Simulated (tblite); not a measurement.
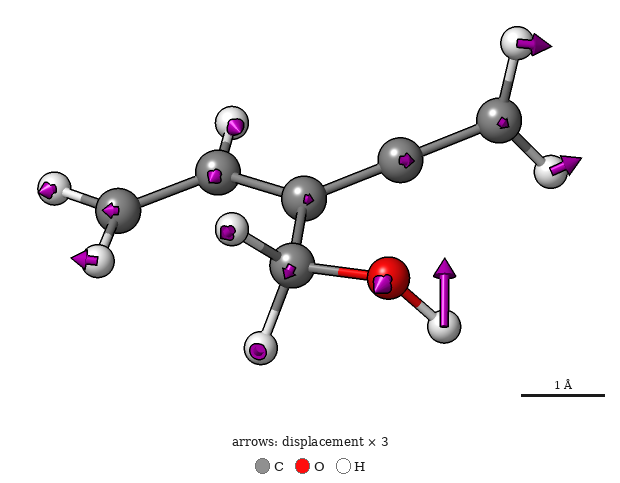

A relaxation of C₆H₈O. The starting structure is drawn; purple arrows show the displacements, 3 times their true length. The two geometries are superimposed by the best rigid fit.

Style: ball-and-stick. Shown from a free direction.

These are results of tblite, GFN2-xTB geometry optimisation, gas phase, not measurements. 

> Which element moves most?

Hydrogen: up to 0.30 Å, against 0.12 Å for oxygen.

> What did the optimiser do to the structure, and how much energy did it gain?

The energy falls by 38.9 kJ/mol in 62 geometry steps. The largest move after the best rigid fit is that of an H atom, 0.30 Å. Largest moves by element: H 0.30 Å, O 0.12 Å, C 0.07 Å. Among the contacts that change: C–C 1.477 → 1.515 Å, C–C 1.322 → 1.293 Å, C–H 1.051 → 1.079 Å, C–C 1.430 → 1.457 Å. Bond angles that change, for instance: H–C–H 128.2° → 116.1°, C–C–H 122.4° → 114.5°, C–O–H 116.3° → 108.6°. Groups turn about C–O by about 25°.
